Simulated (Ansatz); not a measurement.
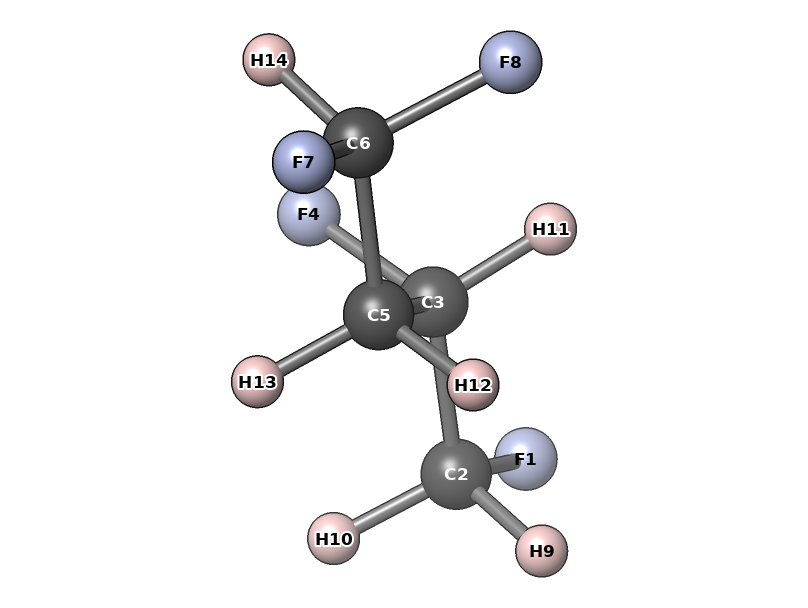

C3 lies behind C5. The molecule seen a little off the C5–C3 bond, C5 in front. Atoms fade into the background with distance from the viewer. The computed structure is the end point of a PBE0-D4/def2-TZVP optimisation.

What is the torsion angle C6–C5–C3–F4? The sign is positive where the front bond must turn clockwise to cover the back bond.

Answer. −61°, synclinal (gauche). The bonds about C5–C3 are staggered.
